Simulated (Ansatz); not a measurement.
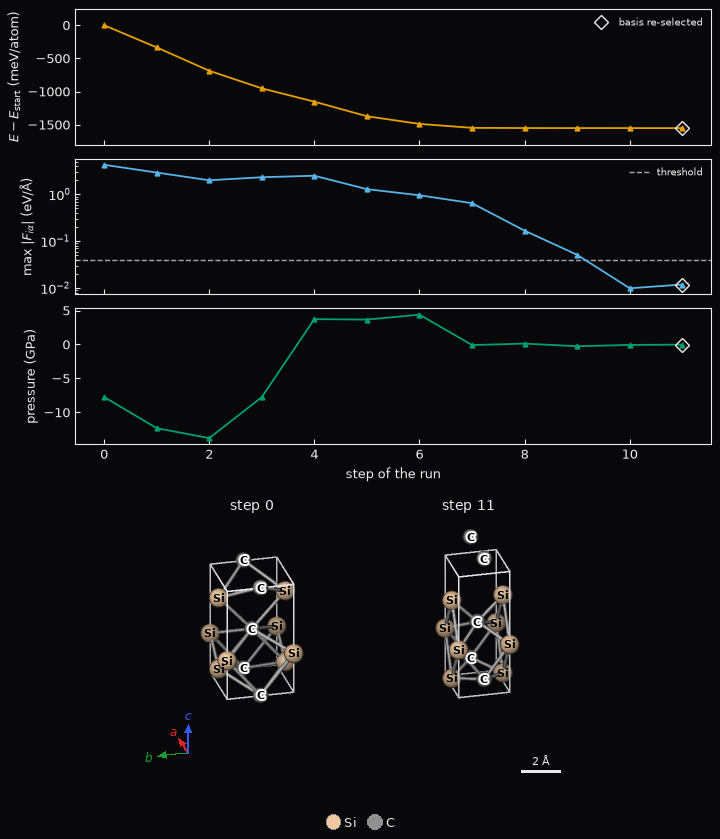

First and last geometry of a relaxation of crystalline Si3C2 (a generated structure, set up in Pmm2) (coarse preliminary run), with the history of the run. The picture is a ball-and-stick view of the cell of the calculation, seen from a free direction.

Method: DFT PBE, scalar-relativistic, plane waves, PAW in Ansatz 0.2.0.

Input file:
```yaml
crystal:
  lattice:
    - [3.51780698, 0.0, 0.0]
    - [0.0, 3.5687469, 0.0]
    - [0.0, 0.0, 6.15235809]
  atoms:
    - { symbol: Si, position: [0.5, 0.0, 0.81419683] }
    - { symbol: Si, position: [0.5, 0.0, 0.15643397] }
    - { symbol: Si, position: [0.0, 0.0, 0.35889214] }
    - { symbol: C, position: [0.0, 0.5, 0.0034513] }
    - { symbol: C, position: [0.5, 0.5, 0.49502575] }
basis:
  ecutwfc: 420
kpoints:
  mp_grid: { grid: [6, 6, 4] }
hamiltonian:
  xc: pbe
scf:
  occupations: { method: gaussian, width: 0.1 }
  lower_state_search: "off"
output:
  forces: true
  stress: true
  eigenvalues: true
relax:
  adjacent_minimum: "off"
  f_tol: 0.04
  max_steps: 70
  cell: { stress_tol: 0.4 }
```

Run as
```bash
ansatz run input.yaml --threads 1 --pin off --max-ram 2560MiB --backend cpu --events-out ev --progress --plain --runs-dir out
```

Read the history and describe the run.

It converged. The largest move relative to the cell is that of C4, 0.87 Å along +c. By element the largest moves are C 0.87 Å, Si 0.68 Å. Cell: a 3.518 → 2.808 Å (−20.2 %), b 3.569 → 2.735 Å (−23.4 %), c 6.152 → 6.887 Å (+11.9 %). Volume −31.5 %. Among the contacts that change: Si1–Si1 3.569 → 2.735 Å, Si1–C5 2.653 → 1.932 Å, Si1–Si1 (another image) 3.518 → 2.808 Å, Si1–C4 2.763 → 3.459 Å. Bond angles that change, for instance: Si3–Si2–Si3 109.4° → 64.3°, Si1–Si2–Si3 125.3° → 147.9°. The space group stays Pmm2 (No. 25). Over 10 accepted moves (11 points after the start) the energy falls by 1551 meV per atom. The largest force component goes from 4.3 to 0.012 eV/Å. Pressure: −7.73 GPa at the start and −0.02 GPa at the end. At 1 point the geometry stayed and the basis and grid were re-selected for the new cell (energy shift of 0.6 meV per atom at most each time).
